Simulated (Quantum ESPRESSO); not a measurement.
# GaP (F-43m): zone-centre phonons

Which modes does GaP (F-43m) have at the zone centre?

Program: Quantum ESPRESSO 7.5. Level of theory: DFT LDA, scalar-relativistic, plane waves, PseudoDojo norm-conserving pseudopotentials. Results are calculated unless marked as measured.

**Measured values to reproduce.**

“Temperature dependence of the optical phonon reflection band in GaP” (2021, arxiv:2105.06662) quotes from earlier work for GaP, zinc blende (literature value (Ref. 21), 300 K): Raman mode (TO at Gamma) 367.3 cm⁻¹; infrared mode (TO at Gamma) 366.3 ± 0.3 cm⁻¹.

Report form: the programs' logs are mostly left out.

## 1. The structure

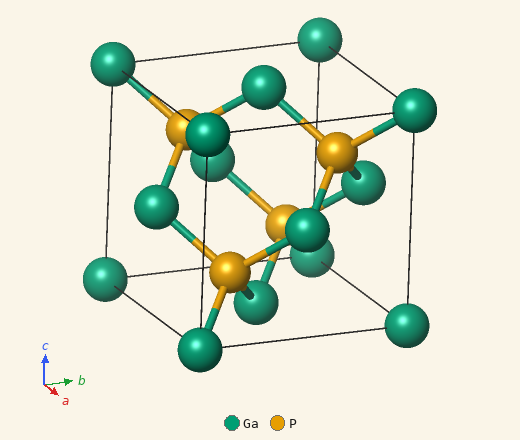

The cell as given, slightly off an axis (gallium teal, phosphorus orange). This picture shows the conventional cell, with its axes. Bonds to atoms that aren't drawn are left out. Some periodic images of atoms are drawn too.

## 2. A probe with smearing

A cheap run with smearing and empty bands tells whether the crystal has a gap, which decides between fixed occupations and smearing later on.

Contents of probe.in:

```
&CONTROL
  calculation = 'scf'
  prefix      = 'x'
  outdir      = './tmp'
  pseudo_dir  = './pseudo'
  tprnfor     = .true.
  tstress     = .true.
  verbosity   = 'high'
/
&SYSTEM
  ibrav       = 2
  celldm(1)   = 10.29995224
  nat         = 2
  ntyp        = 2
  ecutwfc     = 88.0
  occupations = 'smearing'
  smearing    = 'gaussian'
  degauss     = 0.01
/
&ELECTRONS
  conv_thr         = 1.0d-07
  mixing_beta      = 0.7
  electron_maxstep = 100
/
ATOMIC_SPECIES
 Ga     69.7230  Ga.upf
 P      30.9738  P.upf
ATOMIC_POSITIONS crystal
 Ga     0.000000000   0.000000000   0.000000000
 P      0.250000000   0.250000000   0.250000000
K_POINTS automatic
 6 6 6 0 0 0
```

Command:

```console
OMP_NUM_THREADS=1 mpirun -n 4 pw.x -nk 4 -in probe.in > probe.out
```

Wall time 3.7 s (4 MPI ranks of Arm Neoverse V1, shared host); 14 s of CPU time.

This step gave:

```
volume per atom   : 20.24 Å³
pressure          : -2.889 GPa
gap on the k-mesh : 1.498 eV
```

A gap of 1.5 eV opens on this mesh, so the crystal is taken as an insulator; the start stands at -2.9 GPa.

## 3. Relaxation

The relaxation runs at a cutoff a fifth above that of the response, since stress converges more slowly with the basis than frequencies do. Forces and stress are brought to rest with tight thresholds.

Contents of relax.in:

```
&CONTROL
  calculation   = 'vc-relax'
  prefix        = 'x'
  outdir        = './tmp'
  pseudo_dir    = './pseudo'
  tprnfor       = .true.
  tstress       = .true.
  forc_conv_thr = 2.0d-05
  etot_conv_thr = 1.0d-07
  nstep         = 40
/
&SYSTEM
  ibrav       = 2
  celldm(1)   = 10.29995224
  nat         = 2
  ntyp        = 2
  ecutwfc     = 106
  occupations = 'fixed'
  nbnd        = 11
/
&ELECTRONS
  conv_thr         = 1.0d-11
  mixing_beta      = 0.7
  electron_maxstep = 100
/
&IONS
/
&CELL
  press_conv_thr = 0.2
/
ATOMIC_SPECIES
 Ga     69.7230  Ga.upf
 P      30.9738  P.upf
ATOMIC_POSITIONS crystal
 Ga     0.000000000   0.000000000   0.000000000
 P      0.250000000   0.250000000   0.250000000
K_POINTS automatic
 8 8 8 0 0 0
```

Command:

```console
OMP_NUM_THREADS=1 mpirun -n 4 pw.x -nk 4 -in relax.in > relax.out
```

The job ended after 44 s (4 MPI ranks).

The steps of the relaxation:

| step | energy less that of the first step (eV) | largest force (eV/Å) | pressure (GPa) | volume (Å³) |
| --- | --- | --- | --- | --- |
| 1 | 0.0000 | 0.0000 | -2.92 | 40.48 |
| 2 | -0.0087 | 0.0000 | -1.73 | 39.88 |
| 3 | -0.0131 | 0.0000 | 0.12 | 39.04 |
| 4 | -0.0131 | 0.0000 | 0.00 | 39.09 |
| 5 | -0.0131 | 0.0000 | 0.00 | 39.09 |
| 6 | -0.0130 | 0.0000 | 0.00 | 39.09 |

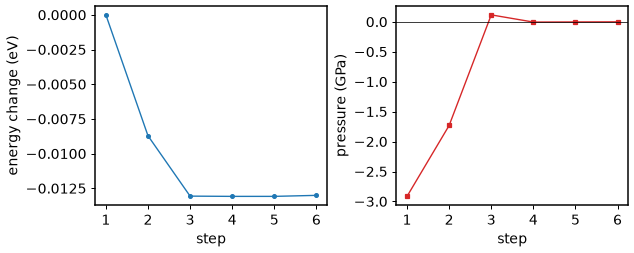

Energy and pressure along the relaxation.

| conventional cell, symmetrised | before | after | change |
| --- | --- | --- | --- |
| a (Å) | 5.451 | 5.387 | -1.2 % |
| b (Å) | 5.451 | 5.387 | -1.2 % |
| c (Å) | 5.451 | 5.387 | -1.2 % |
| volume (Å³/atom) | 20.24 | 19.54 | -3.4 % |

Final coordinates:

```xyz
2
Lattice="-2.6937 0.0000 2.6937 0.0000 2.6937 2.6937 -2.6937 2.6937 0.0000" Properties=species:S:1:pos:R:3 pbc="T T T"
Ga    0.0000    0.0000    0.0000
P    -1.3468    1.3468    1.3468
```

The last row of the table of steps is pw.x's closing run on a basis chosen anew for the final cell, so its energy can jump.

Numbers from this step:

| Item | Value |
| --- | --- |
| volume per atom | 19.54 Å³ |
| pressure | 0 GPa |
| gap on the k-mesh | 1.438 eV |

The volume changes by -3.4 % from the cell with which this run began.

## 4. Ground state

Perturbation theory inherits every error of the wavefunctions, so the threshold is set near the limit of the arithmetic. With a gap, occupations are fixed, which also allows the response to an electric field.

Contents of scf.in:

```
&CONTROL
  calculation = 'scf'
  prefix      = 'x'
  outdir      = './tmp'
  pseudo_dir  = './pseudo'
  tprnfor     = .true.
  tstress     = .true.
/
&SYSTEM
  ibrav       = 2
  celldm(1)   = 10.18056104
  nat         = 2
  ntyp        = 2
  ecutwfc     = 88.0
  occupations = 'fixed'
  nbnd        = 11
/
&ELECTRONS
  conv_thr         = 1.0d-12
  mixing_beta      = 0.7
  electron_maxstep = 100
/
ATOMIC_SPECIES
 Ga     69.7230  Ga.upf
 P      30.9738  P.upf
ATOMIC_POSITIONS crystal
 Ga     0.000000000   0.000000000   0.000000000
 P      0.250000000   0.250000000   0.250000000
K_POINTS automatic
 8 8 8 0 0 0
```

Command:

```console
OMP_NUM_THREADS=1 mpirun -n 4 pw.x -nk 4 -in scf.in > scf.out
```

Elapsed: 8.7 s, on 4 MPI ranks.

This step gave:

```
pressure : 0.001 GPa
```

The cell stands at 0.001 GPa, close enough for phonons.

## 5. Linear response at Γ

At q = 0 one unit cell holds all displacements; symmetry groups them into irreducible representations that are solved one by one. The response to a field gives ε∞ and the Born charges, which polar modes need.

Contents of ph.in:

```
phonons
&INPUTPH
  prefix = 'x'
  outdir = './tmp'
  fildyn = 'g.dyn'
  tr2_ph = 1.0d-18
  epsil  = .true.
/
0.000000000000 0.000000000000 0.000000000000
```

Command:

```console
OMP_NUM_THREADS=1 mpirun -n 4 ph.x -nk 4 -in ph.in > ph.out
```

The job ended after 3.5 min (4 MPI ranks; 14 min of CPU time).

Numbers from this step:

* miss of the charge sum rule: 0.1193 e
* largest acoustic frequency at the zone centre before the sum rule: 3.14 cm⁻¹
* highest optical zone-centre mode (no LO-TO term): 365.3 cm⁻¹
* lowest optical zone-centre mode: 365.3 cm⁻¹
* mean high-frequency dielectric constant: 11.59
* largest Born charge in size (third of the trace): 2.160 e

Born charge (rows field, columns displacement), before the sum rule (e), principal values of the symmetric part by kind of site:

| atom | atoms with these values | low | middle | high | mean |
| --- | --- | --- | --- | --- | --- |
| Ga1 | 1 | 2.04 | 2.04 | 2.04 | 2.04 |
| P2 | 1 | -2.16 | -2.16 | -2.16 | -2.16 |

In full for Ga1:

```
2.04 0.00 0.00
0.00 2.04 0.00
0.00 0.00 2.04
```

High-frequency dielectric tensor:

```
11.59  0.00  0.00
 0.00 11.59  0.00
 0.00  0.00 11.59
```

The acoustic modes at Γ come out as far as 3.1 cm⁻¹ from zero, where they should vanish, a small numerical error; the Born charges miss their sum rule by 0.12 e, too much: mesh or cutoff is short for the field response.

## 6. Zone-centre analysis

A rigid shift of the crystal must cost nothing, but grids and finite bases break this; the acoustic sum rule is imposed before the matrix is diagonalised again. With Born charges the intensities follow, and the static dielectric tensor.

Contents of dynmat.in:

```
&INPUT
  fildyn = 'g.dyn'
  asr    = 'simple'
  fileig = 'dynmat.eig'
  lperm  = .true.
/
```

Command:

```console
dynmat.x -in dynmat.in > dynmat.out
```

Wall time 0.45 s (1 thread).

This step gave:

- mean static dielectric constant: 13.53

Unit eigenvectors of the mass-weighted matrix after the sum rule; no LO-TO term. The modes at Γ (shares of kinetic energy by element, %):

| mode | frequency (cm⁻¹) | symmetry | Ga % | P % |
| --- | --- | --- | --- | --- |
| 1 | 0.0 | acoustic | 69 | 31 |
| 2 | 0.0 | acoustic | 69 | 31 |
| 3 | 0.0 | acoustic | 69 | 31 |
| 4 | 365.3 | T2 | 31 | 69 |
| 5 | 365.3 | T2 | 31 | 69 |
| 6 | 365.3 | T2 | 31 | 69 |

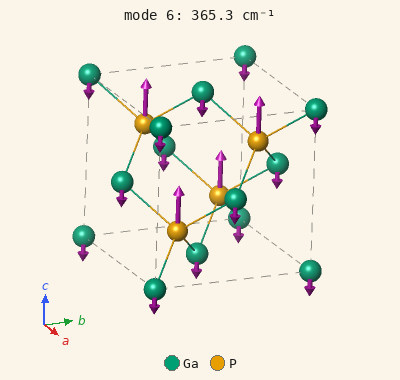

Displacement patterns of mode 6 at Γ; arrows are exaggerated. Bonds to atoms that aren't drawn are left out. Some periodic images of atoms are drawn too.

Degenerate modes summed, no LO-TO term. Lines of the infrared spectrum (strongest = 100):

| position (cm⁻¹) | lines merged | label | IR intensity, relative |
| --- | --- | --- | --- |
| 365 | 3 | T2 | 100 |

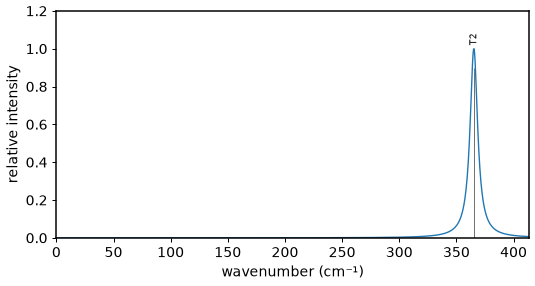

The infrared spectrum, broadened with Lorentzians of width 8 cm⁻¹; bars mark the lines.

Static dielectric tensor (ions relaxed, fixed cell):

```
13.53  0.00  0.00
 0.00 13.53  0.00
 0.00  0.00 13.53
```

The rule moves no optical mode by more than 0.1 cm⁻¹.

## 7. Modes along a direction of q (1 0 0)

A longitudinal polar mode sets up a macroscopic field that stiffens it; the term hangs on the direction from which q goes to zero.

Contents of dynmat.in:

```
&INPUT
  fildyn = 'g.dyn'
  asr    = 'simple'
  fileig = 'dynmat.eig'
  q(1)   = 1.0
  q(2)   = 0.0
  q(3)   = 0.0
/
```

Command:

```console
dynmat.x -in dynmat.in > dynmat.out
```

Run time: 0.44 s. Hardware: 1 thread.

Numbers from this step:

```
highest mode moved by the LO-TO term : 394.7 cm⁻¹
```

Zone-centre frequencies as printed; negative means imaginary. Modes:

| mode | frequency (cm⁻¹) |
| --- | --- |
| 1 | 0 |
| 2 | 0 |
| 3 | 0 |
| 4 | 365.3 |
| 5 | 365.3 |
| 6 | 394.7 |

The field moves one mode, from 365 to 395 cm⁻¹; the others stay.

## 8. Outcome

```yaml
space_group_after_relaxation: F-43m
volume_per_atom: 19.5 Å³
gap_on_the_k_mesh: 1.44 eV
highest_optical_zone_centre_mode_no_lo_to_term: 365.3 cm⁻¹
highest_mode_moved_by_the_lo_to_term_probably_not_converged_in_the_k_mesh: 394.7 cm⁻¹
mean_high_frequency_dielectric_constant_probably_not_converged_in_the_k_mesh: 11.6
largest_born_charge_in_size_third_of_the_trace_probably_not_converged_in_the_k_mesh: 2.16 e
mean_static_dielectric_constant_probably_not_converged_in_the_k_mesh: 13.5
imaginary_optical_modes_at_the_zone_centre_no_q_mesh_in_this_session: none
```

**Reading.** At the LDA level the optical modes of GaP (F-43m) at the zone centre (no LO-TO term) lie at 365 cm⁻¹. Along the directions run, the highest mode that the macroscopic field moves lies at 395 cm⁻¹. Lattice motion raises the mean dielectric constant from 11.59 to 13.53. The Born charges miss their sum rule by 0.12 e, a sign that the k mesh or the cutoff is short for the field response. ε∞, the Born charges and what follows from them are probably not converged in the k mesh. The Lyddane-Sachs-Teller relation holds: (ωLO/ωTO)² is 1.17 and ε₀/ε∞ is 1.17. These are harmonic frequencies at zero temperature: anharmonic shifts and linewidths and thermal expansion are left out.

Computed beside measured:

| quantity | measured | LDA PseudoDojo norm-conserving, Quantum ESPRESSO |
| --- | --- | --- |
| Raman mode, TO at Gamma (cm⁻¹) | 367.3 | 365 (-0.5 %) |
| infrared mode, TO at Gamma (cm⁻¹) | 366.3 | 365 (-0.3 %) |

Measured values from arxiv:2105.06662 (2021).

**Verdict.** The Raman mode is off by -0.5 %: good agreement. The infrared mode is off by -0.3 %: good agreement. The grades are ours: good and fair within 3 and 7 % for the Raman mode and 3 and 7 % for the infrared mode. For Raman mode and infrared mode the calculation has a static lattice, without zero-point motion or thermal expansion (measured at up to 300 K). Limits of convergence are named above.

[Host names and launcher messages were left out of these logs when they were recorded.]

[Logs are printed without paths, hosts, clocks, repeated set-up lines and the standing remarks that a program may print on its own settings, such as how far it seeks lower states.]

[Hosts, paths, dates, database ids (printed as entryN), source tags and the programs' standing remarks are cut or masked in the printed files.]
